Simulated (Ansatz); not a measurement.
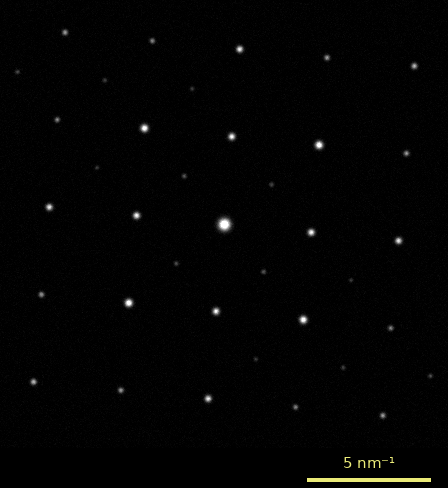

Kinematic zone-axis pattern, calculated for 200 keV electrons with B = 0.3 Å².

It belongs to Sr2MoNO6, space group I4/m (No. 87), a = 5.548 Å, c = 7.894 Å. Structure: coordinates from a relaxation with Ansatz 0.2.0, DFT, PAW plane waves, r2scan; the starting structure was generated, so it need not be a known form of this composition.

```cif
data_structure
_symmetry_space_group_name_H-M 'I4/m'
_symmetry_Int_Tables_number 87
_cell_length_a 5.5482
_cell_length_b 5.5482
_cell_length_c 7.8938
_cell_angle_alpha 90.000
_cell_angle_beta 90.000
_cell_angle_gamma 90.000
_cell_volume 242.99
loop_
_atom_site_label
_atom_site_type_symbol
_atom_site_symmetry_multiplicity
_atom_site_Wyckoff_symbol
_atom_site_fract_x
_atom_site_fract_y
_atom_site_fract_z
_atom_site_occupancy
O1 O 4 e 0.50000 0.50000 0.25244 1
N1 N 2 b 0.50000 0.50000 0.00000 1
Mo1 Mo 2 a 0.00000 0.00000 0.00000 1
Sr1 Sr 4 d 0.00000 0.50000 0.25000 1
O2 O 8 h 0.18988 0.28415 0.00000 1
```

Question: Determine the zone axis from the geometry of the pattern.

Answer: The spots form a rectangular net (close to square) whose two shortest vectors correspond to d = 3.95 Å and 3.92 Å, 90.0° apart. They index as 0 0 2 (weak) and 1 -1 0 (weak), so the zone axis is [110] (or an equivalent direction of <110>). The zone [001] gives nearly the same net, so geometry alone does not settle it; this pattern was computed for [110].
